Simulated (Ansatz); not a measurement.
# AlN: the cost of one run

Program: Ansatz 0.2.0. Level of theory: DFT r²SCAN, frozen-core PAW, scalar-relativistic unless said. These are calculated values, not measurements.

The COD entry's cell or inner coordinates are ideal or old and differ from later refinements, so a difference from it is no clean test against experiment.

1 further run of the same task is left out (it didn't finish).

## 1. The structure to begin with

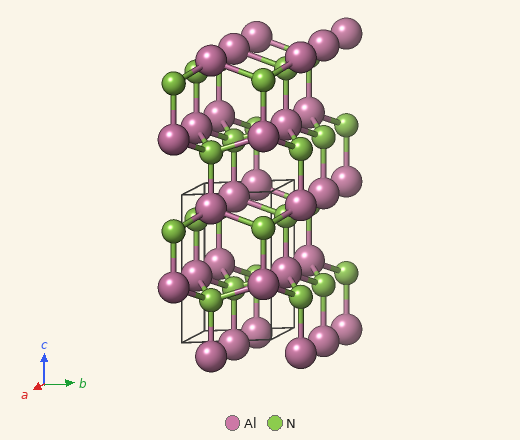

Start, viewed slightly off an axis; aluminium pink, nitrogen green. 3×2×2 cells are drawn. Atoms on the faces are drawn again on the opposite ones.

Structure file:

```xyz
4
Lattice="3.1130 0.0000 0.0000 -1.5565 2.6959 0.0000 0.0000 0.0000 4.9810" Properties=species:S:1:pos:R:3 pbc="T T T"
Al    0.0000    1.7973    0.0000
Al    1.5565    0.8986    2.4905
N     0.0000    1.7973    1.8928
N     1.5565    0.8986    4.3833
```

Cartesian axes are those of the input's lattice vectors. The structure goes back to a database entry.

## 2. Cell and atoms relaxed, PAW

Contents of input.yaml:

```yaml
crystal:
  lattice:
    - [3.11300000001, 0.0, 0.0]
    - [-1.5565, 2.69593708199, 0.0]
    - [0.0, 0.0, 4.981]
  atoms:
    - { symbol: Al, position: [0.333333333333, 0.666666666667, 0.0] }
    - { symbol: Al, position: [0.666666666667, 0.333333333333, 0.5] }
    - { symbol: "N", position: [0.333333333333, 0.666666666667, 0.38] }
    - { symbol: "N", position: [0.666666666667, 0.333333333333, 0.88] }
kpoints:
  mp_grid: { grid: [10, 10, 6] }
scf:
  occupations: { method: fermi_dirac, width: 0.05 }
hamiltonian:
  xc: r2scan
  pseudopotentials: { kind: paw }
relax:
  f_tol: 0.002
  max_steps: 80
  cell: {}
output:
  forces: true
  stress: true
```

Run with:

```sh
ansatz run input.yaml --threads 1 --pin off --max-ram 3072MiB --backend cpu --events-out ev --progress --plain --runs-dir out
```

**Question.** How long does this run take on 1 thread of Arm Neoverse V1, shared host, and how much memory does it need?

About 24 s, with a peak of 0.43 GiB.
